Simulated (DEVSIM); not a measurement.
System: abrupt GaAs n-p junction, at 300 K.

```csv
layer (left to right),material,thickness (μm),Nd (cm⁻³),Na (cm⁻³),τn (s),τp (s)
1,GaAs,3.10,2.1e16,-,7.1e-9,7.1e-9
2,GaAs,190,-,2.1e16,7.1e-9,7.1e-9
```

Left contact: ohmic. Right contact: ohmic. Voltage is applied to the left contact. Recombination: SRH at mid-gap. Mobility is constant in doping.

This is a model device: material constants are rounded textbook-type values typed into the input, and sizes, dopings and lifetimes were drawn at random. Values at 300 K.

```
parameter        GaAs
-------------  ------
gap (eV)        1.424
affinity (eV)    4.07
permittivity     12.9
Nc (cm⁻³)      4.7e17
Nv (cm⁻³)        9e18
μn (cm²/Vs)      8500
μp (cm²/Vs)       400
```

DEVSIM, 1D drift-diffusion, Boltzmann statistics, complete ionisation; no tunnelling, impact ionisation, image-force lowering or self-heating.

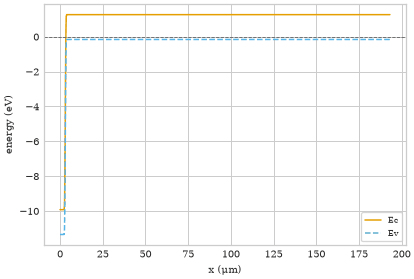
Figure: Band edges at 10.0 V on the left contact

Energies count from the Fermi level of the right contact; mesh points crowd at the junctions.

```tsv
x (μm)	Ec (eV)	Ev (eV)	n (cm⁻³)	p (cm⁻³)	field (V/cm)
0.000	-9.920	-11.344	2.1e16	< 1e2	≈ 0
0.04778	-9.920	-11.344	2.1e16	< 1e2	≈ 0
0.1807	-9.920	-11.344	2.1e16	< 1e2	≈ 0
0.5826	-9.920	-11.344	2.1e16	< 1e2	≈ 0
2.152	-9.920	-11.344	2.1e16	< 1e2	≈ 0
2.782	-8.590	-10.014	< 1e2	< 1e2	88000
3.009	-5.850	-7.274	< 1e2	< 1e2	150000
3.097	-4.371	-5.795	< 1e2	< 1e2	180000
3.137	-3.664	-5.088	< 1e2	110	170000
3.261	-1.791	-3.215	< 1e2	180	130000
3.632	1.142	-0.282	< 1e2	1.7e14	24000
5.396	1.267	-0.157	< 1e2	2.1e16	≈ 0
10.06	1.267	-0.157	< 1e2	2.1e16	≈ 0
24.09	1.267	-0.157	< 1e2	2.1e16	≈ 0
90.75	1.267	-0.157	< 1e2	2.1e16	≈ 0
158.9	1.267	-0.157	< 1e2	2.1e16	≈ 0
181.7	1.267	-0.157	< 1e2	2.1e16	≈ 0
189.2	1.267	-0.157	< 1e2	2.1e16	≈ 0
192.2	1.267	-0.157	< 1e2	2.1e16	≈ 0
192.8	1.267	-0.157	< 1e2	2.1e16	≈ 0
193.0	1.267	-0.157	< 1e2	2.1e16	≈ 0
193.1	1.267	-0.157	< 1e2	2.1e16	≈ 0
```
